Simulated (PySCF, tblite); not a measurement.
**C3H7NOSi: dynamics, then NMR shifts on frames**

How do NMR shifts of C3H7NOSi (`CCO[SiH2]C#N`) change as the atoms move?

Programs: tblite 0.8.0 and PySCF 2.14.0, with density-fitted response routines of our own. Each step states its level of theory. These are calculated values for one molecule in the gas phase, unless marked as measured. Atoms are numbered from 0 throughout.

## (1) The molecule as given

13 atoms, charge 0, multiplicity 1; geometry from: GFN2-xTB.

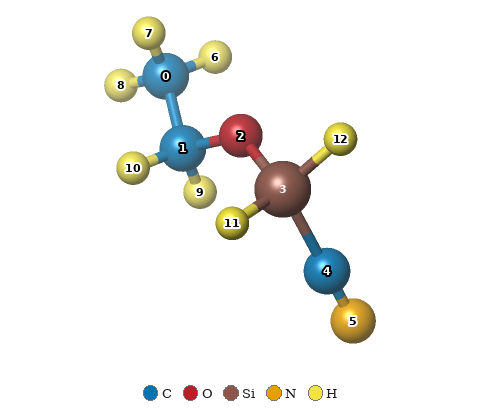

The starting geometry (carbon blue, oxygen red, silicon brown, nitrogen amber, hydrogen yellow), atoms numbered.

## (2) Thermal motion with GFN2-xTB

Job settings and geometry (Å):

```
{"job": {"kind": "md", "xc": "GFN2-xTB", "basis": "xTB", "temperature": 300, "steps": 2000, "every": 50, "frames": 5}, "charge": 0, "multiplicity": 1}
C     -2.118442     0.070470    -0.523578
C     -0.798869    -0.475321    -0.002135
O      0.090786     0.588079     0.210865
Si     1.608880     0.647840     0.744494
C      2.743739    -0.376379    -0.344836
N      3.420353    -1.013529    -1.014916
H     -1.956743     0.602671    -1.457307
H     -2.546060     0.760558     0.199090
H     -2.815365    -0.745248    -0.693696
H     -0.361782    -1.173244    -0.726281
H     -0.955295    -1.015133     0.939823
H      1.781603     0.070924     2.080762
H      1.902807     2.058797     0.569986
```

Method: GFN2-xTB Langevin dynamics, gas phase.

Run with:

```console
$ OMP_NUM_THREADS=1 python probes_run.py task.json out
```

The driver reads the jobs from task.json and runs them one after another.

Standard output:

```text
t/fs     T/K      E/eV
    0.0   250.0   -509.06629
   25.0   174.3   -508.80266
   50.0   179.5   -508.64241
   75.0   139.0   -508.58327
  100.0   301.5   -508.76364
  125.0   282.1   -508.67325
  150.0   259.1   -508.66284
  175.0   331.1   -508.76148
  200.0   334.2   -508.69544
  225.0   322.4   -508.66682
  250.0   355.7   -508.51348
  275.0   384.9   -508.69395
  300.0   267.0   -508.55465
  325.0   311.2   -508.67612
  350.0   262.7   -508.65526
  375.0   303.3   -508.57809
  400.0   338.3   -508.74911
  425.0   185.5   -508.45904
  450.0   308.3   -508.58739
  475.0   327.9   -508.65726
  500.0   410.7   -508.68718
  525.0   238.8   -508.33104
  550.0   344.9   -508.59210
  575.0   392.1   -508.48045
  600.0   316.0   -508.45580
  625.0   422.8   -508.68312
  650.0   358.5   -508.62352
  675.0   346.0   -508.61805
  700.0   306.5   -508.58314
  725.0   384.7   -508.68178
  750.0   273.7   -508.68853
  775.0   241.8   -508.70772
  800.0   269.2   -508.68294
  825.0   239.6   -508.74464
  850.0   221.5   -508.60887
  875.0   346.9   -508.72658
  900.0   300.5   -508.54636
  925.0   294.0   -508.43057
  950.0   346.9   -508.65837
  975.0   272.5   -508.73019
 1000.0   338.2   -508.60851
```

Wall time 15 s (1 thread of Arm Neoverse N1, shared host).

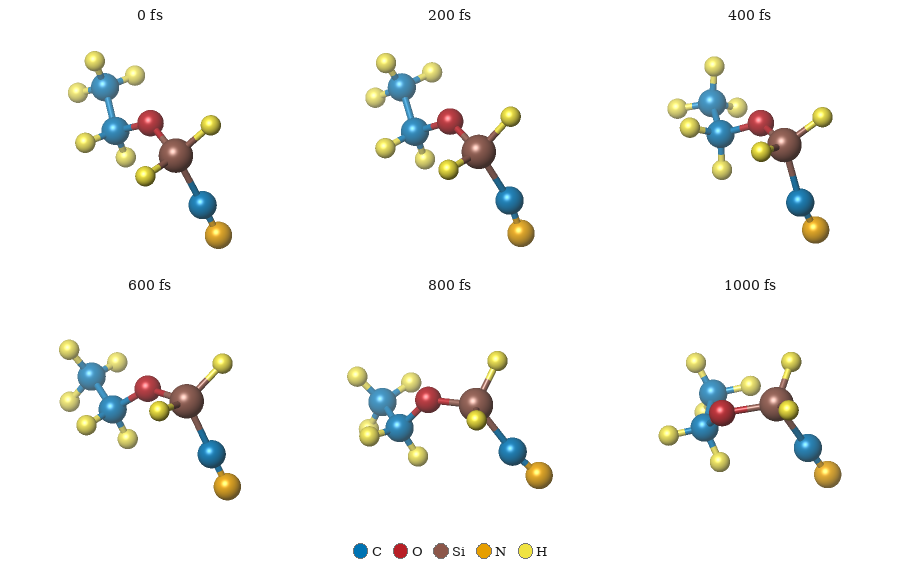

Frames of the run.

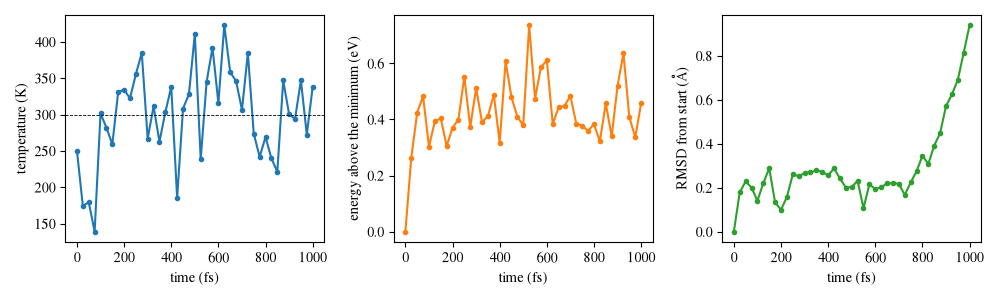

Temperature, potential energy and distance from the start.

Positions (Å) and forces (eV/Å) at 1000 fs:

```xyz
13

C    -2.086   -1.022    0.007    2.483   -0.177   -1.136
C    -1.187   -1.509    1.119    0.688   -0.671    0.541
O    -0.650   -0.450    1.855    0.324    0.763    0.199
Si    0.295    0.649    1.100    0.596   -0.578   -0.364
C     1.308   -0.270   -0.288   -0.575    0.800    1.268
N     1.979   -0.779   -1.059    0.161   -0.246   -0.353
H    -1.471   -0.231   -0.522   -0.910   -1.094   -0.011
H    -2.991   -0.576    0.283   -1.095    0.383    0.775
H    -2.243   -1.907   -0.592   -0.281    0.185   -0.591
H    -0.274   -2.089    0.826   -0.783    0.208   -0.799
H    -1.704   -2.219    1.761   -0.379    0.280    0.533
H     1.181    1.220    2.100   -0.085   -0.180    0.013
H    -0.451    1.609    0.312   -0.144    0.328   -0.074
```

## (3) NMR shieldings: 250 fs, PBE0/pcSseg-1

Job settings and geometry (Å):

```
{"job": {"kind": "nmr", "xc": "PBE0", "basis": "pcSseg-1", "pop": false}, "charge": 0, "multiplicity": 1}
C     -2.460600    -0.065800    -0.382200
C     -1.227800    -0.534600     0.283300
O     -0.332900     0.526500     0.418600
Si     1.248400     0.568200     0.849900
C      2.366500    -0.492800    -0.275400
N      3.184600    -0.982700    -0.926500
H     -2.062300     0.578300    -1.124500
H     -3.105500     0.435300     0.390100
H     -2.972300    -0.813900    -0.979200
H     -0.804600    -1.422200    -0.301500
H     -1.542500    -1.082700     1.230000
H      1.417500     0.362800     2.270500
H      1.535700     1.931800     0.301600
```

With the program's defaults for keys left out, this is: GIAO PBE0/pcSseg-1 NMR shielding, non-relativistic, gas phase.

Standard output:

```text
coarse grid: 11376 points
cycle   1  E = -537.3917541862  dE =  5.645e-01  |g| = 7.297e-01  |ddm| = 3.173e+00
cycle   2  E = -537.1413210652  dE =  2.504e-01  |g| = 1.330e+00  |ddm| = 1.587e+00
cycle   3  E = -537.4917613915  dE = -3.504e-01  |g| = 1.997e-01  |ddm| = 1.111e+00
cycle   4  E = -537.4986240335  dE = -6.863e-03  |g| = 9.343e-02  |ddm| = 1.464e-01
cycle   5  E = -537.5003049561  dE = -1.681e-03  |g| = 2.697e-02  |ddm| = 7.026e-02
cycle   6  E = -537.5004625095  dE = -1.576e-04  |g| = 3.248e-03  |ddm| = 2.186e-02
cycle   7  E = -537.5004646895  dE = -2.180e-06  |g| = 8.044e-04  |ddm| = 2.745e-03
final grid: 105360 points
cycle   8  E = -537.5449147650  dE = -1.312e-05  |g| = 9.953e-03  |ddm| = 1.841e-02
cycle   9  E = -537.5448932829  dE =  2.148e-05  |g| = 1.479e-02  |ddm| = 1.539e-02
cycle  10  E = -537.5449330117  dE = -3.973e-05  |g| = 1.822e-03  |ddm| = 1.001e-02
cycle  11  E = -537.5449337080  dE = -6.963e-07  |g| = 5.044e-04  |ddm| = 1.334e-03
cycle  12  E = -537.5449337544  dE = -4.636e-08  |g| = 1.700e-04  |ddm| = 3.621e-04
cycle  13  E = -537.5449337605  dE = -6.123e-09  |g| = 2.675e-05  |ddm| = 1.254e-04
cycle  14  E = -537.5449337607  dE = -1.563e-10  |g| = 5.880e-06  |ddm| = 2.861e-05
converged SCF energy = -537.5449337607

GIAO shielding tensors (ppm)
atom      isotropic    diamagn.    paramagn.     s11        s22        s33       span
  0 C      165.600     250.701     -85.101    143.850    167.108    185.841     41.991
  1 C      123.902     242.941    -119.039     96.999    106.919    167.787     70.788
  2 O      288.616     398.722    -110.106    240.440    308.176    317.232     76.791
  3 Si     402.203     878.992    -476.789    341.672    393.088    471.850    130.178
  4 C       61.048     262.546    -201.498    -52.292    -51.613    287.051    339.343
  5 N      -99.990     337.237    -437.227   -303.975   -291.241    295.246    599.221
  6 H       30.584      31.431      -0.847     26.472     30.511     34.770      8.298
  7 H       28.890      27.611       1.279     24.671     27.091     34.907     10.236
  8 H       30.125      28.918       1.207     26.339     27.585     36.452     10.113
  9 H       27.106      30.861      -3.756     21.745     27.831     31.740      9.994
 10 H       27.029      28.705      -1.676     22.515     26.974     31.599      9.084
 11 H       26.635      27.919      -1.283     23.032     24.858     32.016      8.984
 12 H       25.958      28.292      -2.334     22.429     24.890     30.555      8.125
```

Wall time 28 s (1 thread of Arm Neoverse N1, shared host); peak memory 0.69 GiB.

Shifts follow as δ = σ(reference) − σ, with reference shieldings (ppm) from runs at the same level and on the same kind of geometry: ¹H TMS 31.72, ¹³C TMS 186.9, ²⁹Si TMS 349.2, ¹⁵N NH3 267.7, ¹⁷O H2O 336.1. The references are single molecules in the gas phase, so shifts against H2O, NH3, PH3, H3PO4 or CFCl3 are not on the usual liquid scales and can be off by tens of ppm. Each atom is listed at this fixed geometry, with no averaging over motion; a spectrum would average atoms that exchange fast.

```
atoms                           environment  σ (ppm)  δ (ppm)
   C4                        nitrile carbon     61.0    125.9
   C1                   sp3 CH2 bonded to O    123.9     63.0
   C0                         methyl carbon    165.6     21.3
  H12  hydrogen on a silicon bonded to C, O    25.96     5.76
  H11  hydrogen on a silicon bonded to C, O    26.64     5.08
  H10    hydrogen on an sp3 CH2 bonded to O    27.03     4.69
   H9    hydrogen on an sp3 CH2 bonded to O    27.11     4.61
   H7           hydrogen on a methyl carbon    28.89     2.83
   H8           hydrogen on a methyl carbon    30.13     1.59
   H6           hydrogen on a methyl carbon    30.58     1.13
   O2                oxygen bonded to C, Si    288.6     47.5
  Si3           silicon bonded to C, O, 2 H    402.2    -53.0
   N5                      nitrile nitrogen   -100.0    367.7
```

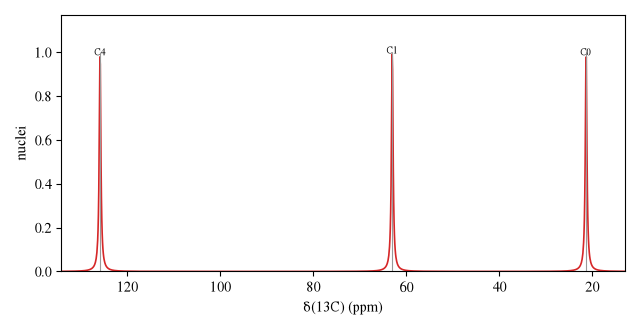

¹³C lines at the computed shifts, without couplings. Lines are broadened to a width of 0.42 ppm (Lorentzian).

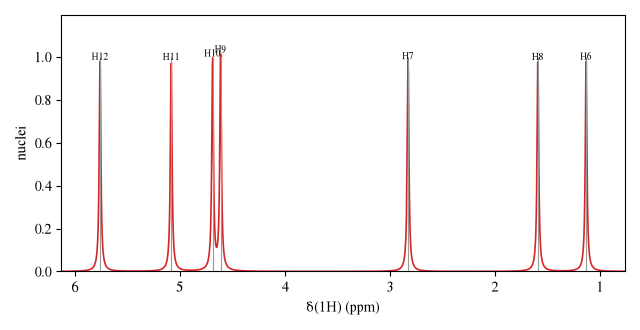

¹H lines at the computed shifts, without couplings. Lines are broadened to a width of 0.02 ppm (Lorentzian).

Orbitals, density, ELF and potential are computed afterwards from the orbital file.

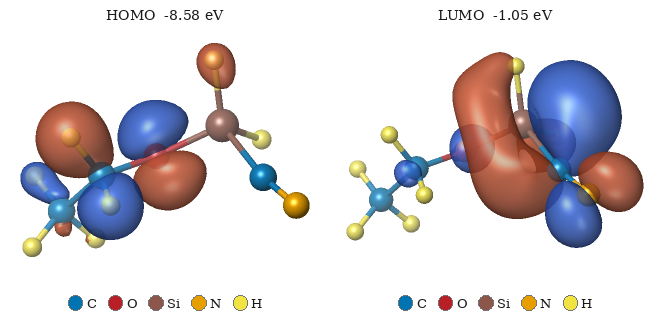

Frontier orbitals at PBE0/pcSseg-1; each surface holds 70 % of the orbital's density, blue and red mark the sign.

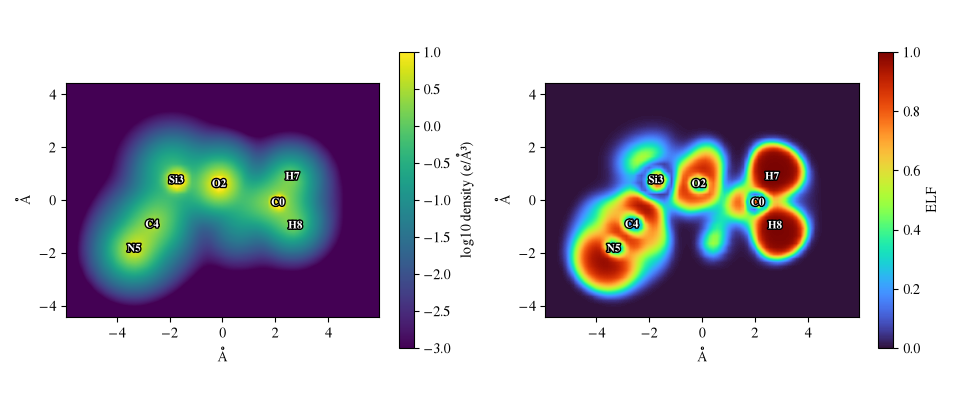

Density (left) and ELF (right) in a plane through or near 7 of the atoms.

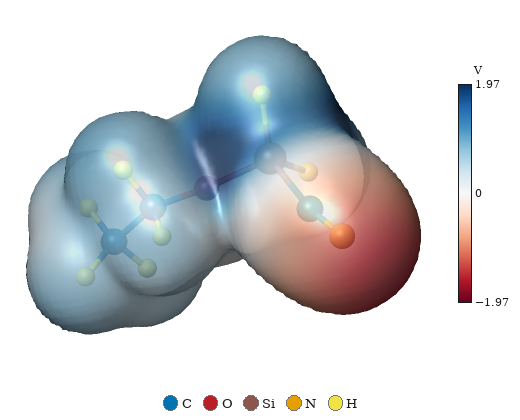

The potential that a unit positive charge feels on the 0.002 e/bohr³ surface, from the 1st to the 99th percentile, from -1.60 V near N5 to 1.97 V near Si3.

## (4) Shielding tensors: 425 fs, PBE0/pcSseg-1

Job settings and geometry (Å):

```
{"job": {"kind": "nmr", "xc": "PBE0", "basis": "pcSseg-1", "pop": false}, "charge": 0, "multiplicity": 1}
C     -2.501100    -0.695500    -0.276500
C     -1.347400    -0.824900     0.704900
O     -0.464700     0.351200     0.485300
Si     0.877300     0.705300     1.277100
C      2.065800    -0.536800     0.568100
N      2.687800    -1.170500    -0.157200
H     -2.076400    -0.435000    -1.224900
H     -3.314900     0.124400    -0.013000
H     -3.070800    -1.612300    -0.322400
H     -0.857800    -1.824300     0.564400
H     -1.787300    -0.787600     1.786600
H      0.685500     0.403100     2.674400
H      1.377800     2.057800     0.840800
```

Method: GIAO PBE0/pcSseg-1 NMR shielding, non-relativistic, gas phase.

Standard output:

```text
coarse grid: 11376 points
cycle   1  E = -537.3948524608  dE =  4.558e-01  |g| = 7.354e-01  |ddm| = 3.138e+00
cycle   2  E = -537.1677234873  dE =  2.271e-01  |g| = 1.300e+00  |ddm| = 1.532e+00
cycle   3  E = -537.4959926899  dE = -3.283e-01  |g| = 1.678e-01  |ddm| = 1.067e+00
cycle   4  E = -537.5003769850  dE = -4.384e-03  |g| = 9.308e-02  |ddm| = 1.319e-01
cycle   5  E = -537.5020487661  dE = -1.672e-03  |g| = 2.785e-02  |ddm| = 6.589e-02
cycle   6  E = -537.5022182515  dE = -1.695e-04  |g| = 3.402e-03  |ddm| = 2.102e-02
cycle   7  E = -537.5022206812  dE = -2.430e-06  |g| = 9.476e-04  |ddm| = 2.979e-03
final grid: 105360 points
cycle   8  E = -537.5474934594  dE = -1.005e-05  |g| = 1.051e-02  |ddm| = 1.745e-02
cycle   9  E = -537.5474624120  dE =  3.105e-05  |g| = 1.671e-02  |ddm| = 1.661e-02
cycle  10  E = -537.5475141972  dE = -5.179e-05  |g| = 2.037e-03  |ddm| = 1.074e-02
cycle  11  E = -537.5475150834  dE = -8.862e-07  |g| = 5.309e-04  |ddm| = 1.403e-03
cycle  12  E = -537.5475151368  dE = -5.339e-08  |g| = 1.613e-04  |ddm| = 3.942e-04
cycle  13  E = -537.5475151422  dE = -5.426e-09  |g| = 2.655e-05  |ddm| = 1.172e-04
cycle  14  E = -537.5475151424  dE = -1.646e-10  |g| = 6.087e-06  |ddm| = 2.941e-05
converged SCF energy = -537.5475151424

GIAO shielding tensors (ppm)
atom      isotropic    diamagn.    paramagn.     s11        s22        s33       span
  0 C      160.311     246.375     -86.064    145.579    154.669    180.684     35.105
  1 C      107.738     241.261    -133.523     73.485     90.552    159.177     85.692
  2 O      279.344     399.532    -120.188    264.548    284.039    289.444     24.896
  3 Si     403.421     880.854    -477.434    333.230    401.329    475.703    142.473
  4 C       59.480     266.709    -207.229    -60.427    -49.605    288.471    348.898
  5 N      -95.789     338.438    -434.227   -302.746   -271.561    286.941    589.687
  6 H       30.034      30.872      -0.838     26.085     29.134     34.883      8.798
  7 H       27.861      26.359       1.502     24.508     25.659     33.417      8.909
  8 H       30.384      27.829       2.555     26.291     28.070     36.792     10.502
  9 H       26.638      30.085      -3.447     22.023     27.535     30.356      8.333
 10 H       26.170      26.989      -0.819     22.079     25.999     30.431      8.351
 11 H       27.127      29.066      -1.939     23.946     25.179     32.256      8.309
 12 H       25.895      28.354      -2.459     22.654     24.131     30.901      8.247
```

Run time: 21 s. Hardware: 1 thread of Arm Neoverse N1, shared host; peak memory 0.71 GiB.

This run: δ C4 127.4, C1 79.2, C0 26.6, O2 56.7, H12 5.82, H10 5.55 ppm.

[end of part 1 of 2]
